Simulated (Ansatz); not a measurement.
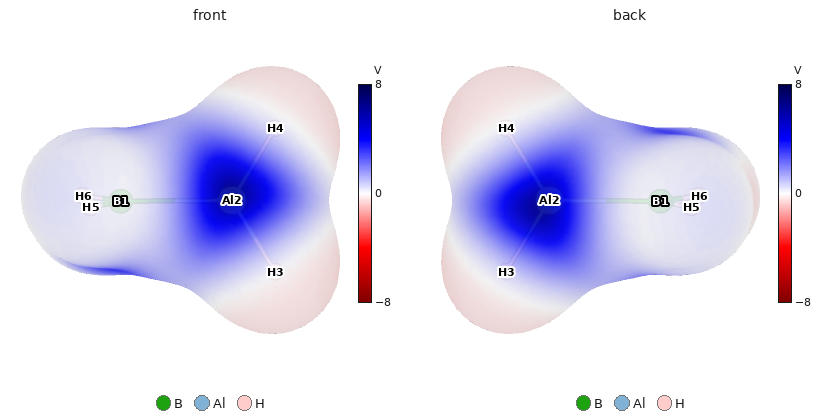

AlBH4. The electrostatic potential painted on the density surface at 0.004 e/bohr³, seen from the front and from behind; red is negative and blue positive.

Geometry: PBE0-D4/def2-TZVP.

Computed with Ansatz 0.2.0, RKS PBE0-D4/def2-TZVPP.

Input

```
crystal:
  periodic: [false, false, false]
  atoms:
    - {symbol: B, position_ang: [0.032302, 0.978605, -0.036308]}
    - {symbol: Al, position_ang: [-0.037349, -1.133578, 0.042075]}
    - {symbol: H, position_ang: [-1.334687, -1.929837, -0.429934]}
    - {symbol: H, position_ang: [1.205462, -1.977142, 0.574764]}
    - {symbol: H, position_ang: [0.423505, 1.582542, -0.997264]}
    - {symbol: H, position_ang: [-0.315837, 1.676447, 0.876399]}
basis:
  gaussian: {orbitals: def2-TZVPP}
hamiltonian: {xc: pbe0, dispersion: d4}
output: {orbitals: {seedname: orbitals}}
```

Command:

```sh
ansatz run in.yaml --threads 2 --pin off --events-out ev --progress --plain --max-ram 4352MiB
```

### Which sites attract a positive test charge, and which a negative one?

A positive charge is drawn to the negative regions and a negative charge to the positive ones. The most negative region (about −0.5 V) lies over H3 and H4, the most positive (about +6.0 V) over Al2.
